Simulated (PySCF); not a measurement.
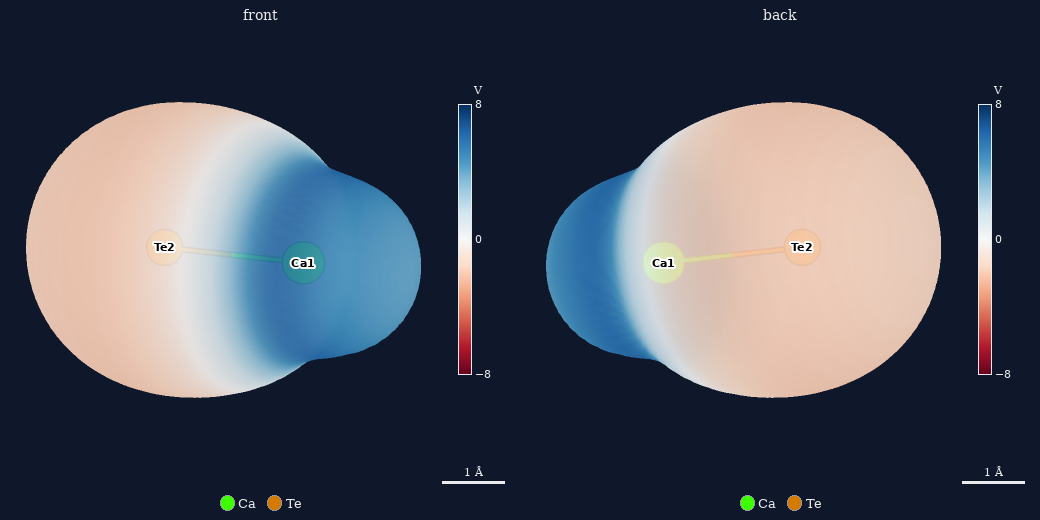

CaTe. The electrostatic potential painted on the density surface at 0.002 e/bohr³, seen from the front and from behind; the colour scale runs from red (negative) to blue (positive).

Theory: PBE0/x2c-SVPall, spin-free X2C-1e, Gaussian nucleus, at a bond length of 2.646 Å (PySCF 2.14.0).

```tsv
atom	x (Å)	y (Å)	z (Å)
Ca	0.0000	0.0000	-2.0235
Te	0.0000	0.0000	0.6225
```

Q: Which sites attract a positive test charge, and which a negative one?

A: A positive charge is drawn to the negative regions and a negative charge to the positive ones. The most negative region (about −1.9 V) lies over Te2, the most positive (about +6.1 V) over Ca1.
